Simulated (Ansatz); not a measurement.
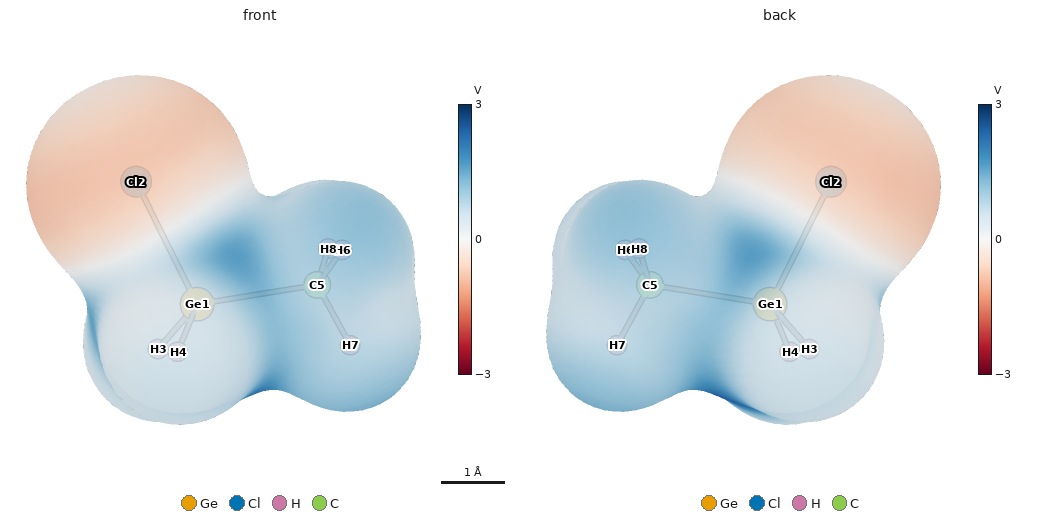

*CH5ClGe. The electrostatic potential painted on the density surface at 0.004 e/bohr³, seen from the front and from behind; red is negative and blue positive.*

Computed with RKS BLYP-D4/def2-SVP (Ansatz 0.2.0).

The calculation's input:

```
crystal:
  periodic: [false, false, false]
  atoms:
    - { symbol: Ge, position_ang: [0.0, 0.0, 0.0] }
    - { symbol: Cl, position_ang: [0.0, 0.0, 2.22] }
    - { symbol: H, position_ang: [1.4616, 0.0, -0.5162] }
    - { symbol: H, position_ang: [-0.73, 1.2648, -0.5162] }
    - { symbol: C, position_ang: [-0.9232, -1.5994, -0.6527] }
    - { symbol: H, position_ang: [-1.4228, -2.1111, 0.1962] }
    - { symbol: H, position_ang: [-1.6833, -1.3066, -1.4068] }
    - { symbol: H, position_ang: [-0.1873, -2.288, -1.1178] }
basis:
  gaussian: { orbitals: def2-SVP }
hamiltonian:
  xc: blyp
  dispersion: d4
relax:
  f_tol: 0.02
  max_steps: 40
output:
  orbitals: {}
```

Launched as:

```sh
ansatz run input.yaml --threads 2 --pin off --max-ram 3072MiB --backend cpu --events-out ev --progress --plain --runs-dir out
```

The fields are those of the run's last geometry, not of the input's.

Which sites attract a positive test charge, and which a negative one?

Answer. A positive charge is drawn to the negative regions and a negative charge to the positive ones. The most negative region (about −0.8 V) lies over Cl2, the most positive (about +2.3 V) over Ge1.
